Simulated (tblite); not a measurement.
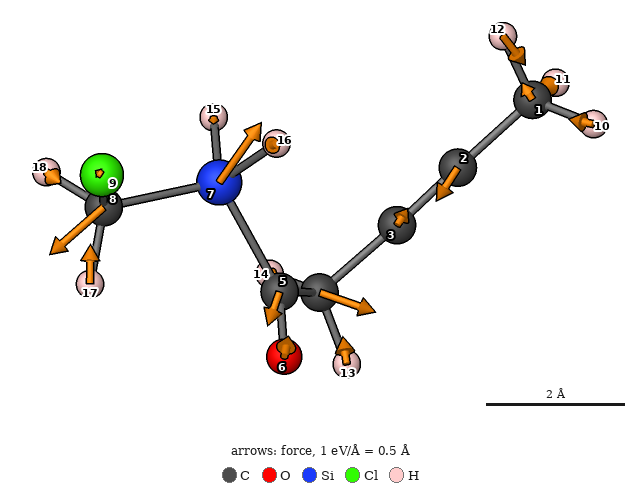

Starting geometry of C₆H₉ClOSi with the computed forces as orange arrows. The picture is a ball-and-stick view, seen at a tilt.

Theory: GFN2-xTB geometry optimisation, gas phase (tblite 0.8.0). 

Q: What follows when this structure is relaxed?

A: It isn't relaxed: the largest force vector, on the Si atom, is 2.24 eV/Å. The final displacements have little in common with the starting forces (cosine between the two patterns 0.14). Over 117 geometry steps the energy falls by 11.3 kcal/mol. The atom that moves furthest after the best rigid fit is the Cl atom (1.23 Å). By element the largest moves are Cl 1.23 Å, H 1.13 Å, O 1.13 Å, C 0.45 Å, Si 0.20 Å. Among the contacts that change: C–Si 1.870 → 1.929 Å, C–Si 1.853 → 1.907 Å, C–H 1.135 → 1.088 Å, C–C 1.491 → 1.446 Å. Bond angles that change, for instance: C–C–C 104.3° → 112.2°, C–C–H 113.4° → 106.1°, C–Si–C 110.7° → 104.9°. Groups turn about C–Si by about 60°, C–C by about 35°, C–Si by about 30°.
